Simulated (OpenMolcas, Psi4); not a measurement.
## CuF (fluorocopper): a line through the functionals

CuF: 2 atoms, total charge 0, spin state singlet. SMILES: `[F][Cu]`. The coordinates come from a PBE0-D4/def2-TZVP relaxation.

The dipole moment y, in D, basis def2-TZVPP; a is the functional's share of exact exchange. Programs: OpenMolcas 26.06, Psi4 1.11.

```
functional     program     a  y (D)
       PBE  OpenMolcas     0   4.58
      TPSS  OpenMolcas     0   4.73
     TPSSh        Psi4   0.1   5.00
     B3LYP  OpenMolcas   0.2      ?
      PBE0  OpenMolcas  0.25   5.27
     BHLYP  OpenMolcas   0.5   5.73
```

Fit y = c + s·a to the known rows and predict B3LYP.


1. Means of the 5 rows: a = 0.1700, y = 5.062.
2. Σ(Δa)² = 0.178, Σ(Δa·Δy) = 0.3798, so the slope is 0.3798/0.178 = 2.1337.
3. Intercept: 5.062 − (2.1337) × 0.1700 = 4.699. The largest residual of the fit is 0.12.
4. B3LYP: 4.699 + (2.1337) × 0.2 = 5.13 D.

The run gave 5.10 D, so the prediction is off by +0.03 D, within the largest residual. More exact exchange makes the molecule more polar here. The rows mix families of semi-local functionals, which the line can't see. The measured value is 5.77 D (NIST CCCBDB).

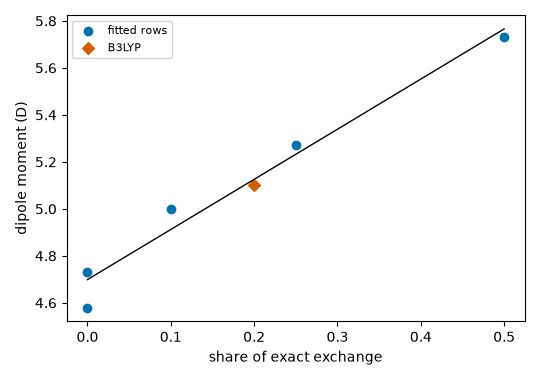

The fitted line, with the withheld row.
